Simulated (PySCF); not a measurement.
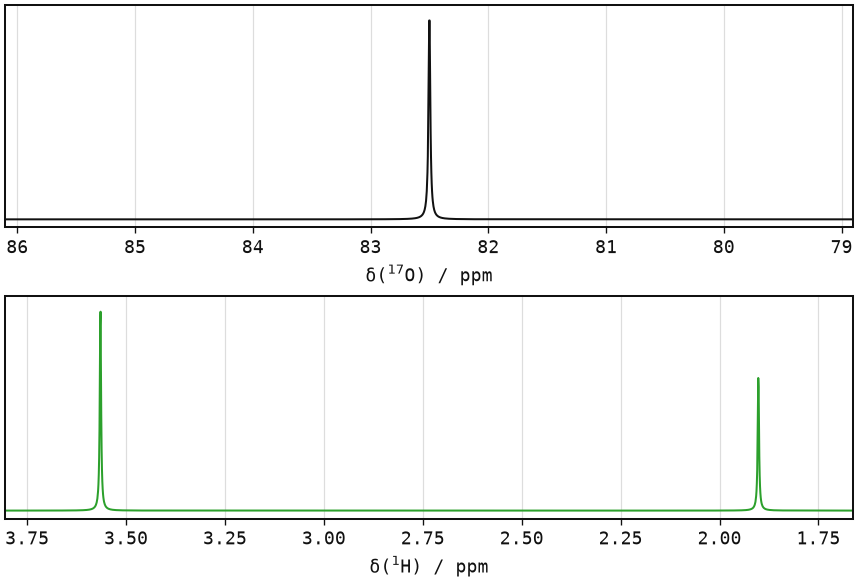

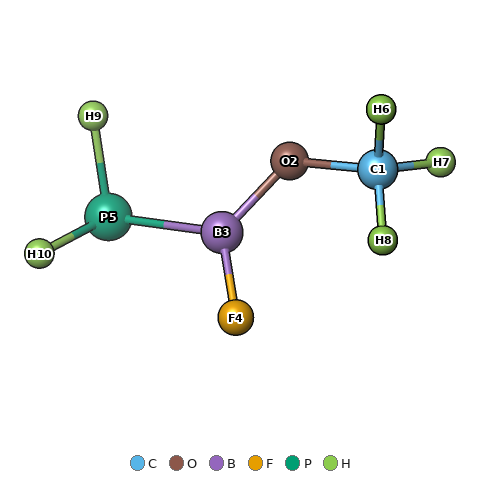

Spectrum and numbered structure of CH₅BFOP, SMILES COB(F)P. GIAO shifts, HF/pcSseg-2 with PySCF, at a PBE0-D3(BJ)/def2-SVP geometry (no frequency check), against H₂O for ¹⁷O and TMS for ¹H computed at the same level (¹⁷O: a single water molecule, while the usual scale starts at liquid water and gives values some tens of ppm lower). Gas phase, fully decoupled, line heights follow the number of nuclei, widths are arbitrary (no quadrupolar broadening); values of one conformer, averaged over methyl-type rotors and exact or near symmetry; other conformers aren't averaged in.

> Where does the ¹⁷O line lie?

At 82.5 ppm (O2).

> Which atoms give which ¹H line?

```tsv
δ (ppm)	nuclei	atoms
3.56	3	H6, H7, H8
1.90	2	H9, H10
```
